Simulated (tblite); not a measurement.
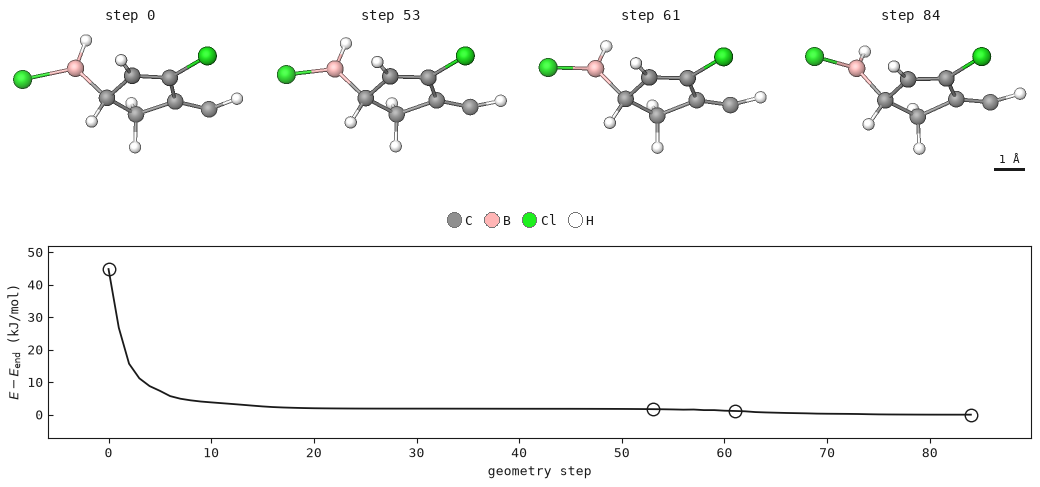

Frames of a relaxation of C$_{6}$H$_{6}$BCl$_{2}$ (multiplicity 2), marked on the history of the run. Style: ball-and-stick. Shown from a free direction.

Method: GFN2-xTB geometry optimisation, gas phase (tblite). 

What happens along the run?

Answer. The largest move after the best rigid fit is that of a Cl atom, 1.07 Å. Largest moves by element: Cl 1.07 Å, H 0.59 Å, C 0.24 Å, B 0.08 Å. Some distances before and after: B–Cl 1.843 → 1.687 Å, C–Cl 1.754 → 1.710 Å, C–H 1.096 → 1.062 Å, C–H 1.118 → 1.091 Å. Bond angles that change, for instance: C–C–H 121.5° → 141.1°, C–C–B 112.1° → 116.0°, C–C–C 109.2° → 105.3°. Groups turn about B–C by about 40°. After 84 geometry steps the energy has fallen by 44.8 kJ/mol. From step 0 to 53: an H atom moves most (0.29 Å), energy −43.1 kJ/mol. From step 53 to 61: a Cl atom moves most (0.34 Å), energy −0.56 kJ/mol. From step 61 to 84: a Cl atom moves most (0.51 Å), energy −1.14 kJ/mol.

| step | E − E(0), kJ/mol |
| --- | --- |
| 0 | 0.00 |
| 1 | -18.06 |
| 2 | -29.13 |
| 3 | -33.62 |
| 4 | -36.01 |
| 5 | -37.47 |
| 6 | -39.09 |
| 7 | -39.90 |
| 8 | -40.40 |
| 9 | -40.77 |
| 10 | -41.03 |
| 14 | -42.02 |
| 18 | -42.69 |
| 22 | -42.89 |
| 26 | -42.94 |
| 29 | -42.95 |
| 33 | -42.96 |
| 37 | -42.97 |
| 41 | -42.99 |
| 45 | -43.00 |
| 49 | -43.03 |
| 53 | -43.11 |
| 57 | -43.23 |
| 61 | -43.67 |
| 65 | -44.20 |
| 68 | -44.40 |
| 72 | -44.57 |
| 76 | -44.75 |
| 80 | -44.80 |
| 84 | -44.81 |
